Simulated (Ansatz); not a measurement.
## Effect of Sn → Pb on SnTe

Consider SnTe in the rock salt structure (space group Fm-3m, No. 225; a = 6.2887 Å).

It is then changed as follows: Pb takes the place of Sn on all its sites, then cell and atoms are relaxed.

Method: Ansatz (a program for electronic structure), PBEsol, PAW, cutoff 420 eV, without spin-orbit coupling. Γ-centred 9×9×9 mesh, Fermi–Dirac width 0.05 eV, for the changed cell.

```json
{
  "volume_per_atom": "33.42 Å³ (base 31.09 Å³)",
  "density": "8.32 g/cm³ (base 6.58 g/cm³)",
  "space_group": "Fm-3m (No. 225) (base Fm-3m (No. 225))",
  "shortest_interatomic_distance": "3.221 Å (base 3.144 Å)",
  "band_gap": "0.65 eV (uncertain: the edges found look like a band crossing or inverted bands; the base alone) (base 0.16 eV)"
}
```

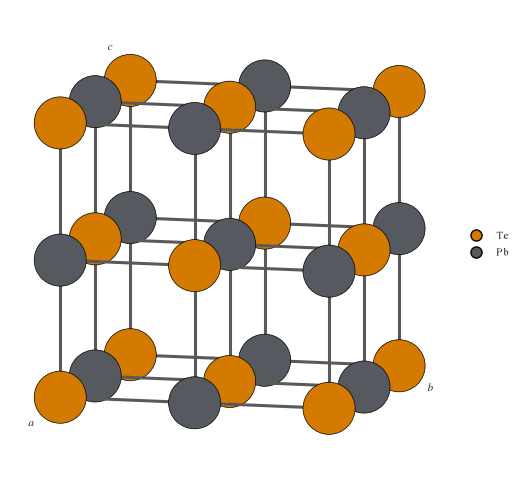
Fig. 1. The relaxed conventional cell after the change

With Pb and Te present, leaving out spin-orbit coupling can change the band edges. No phonon test of stability was made. A zero or small gap of SnTe can be the functional's error rather than a property of the material.
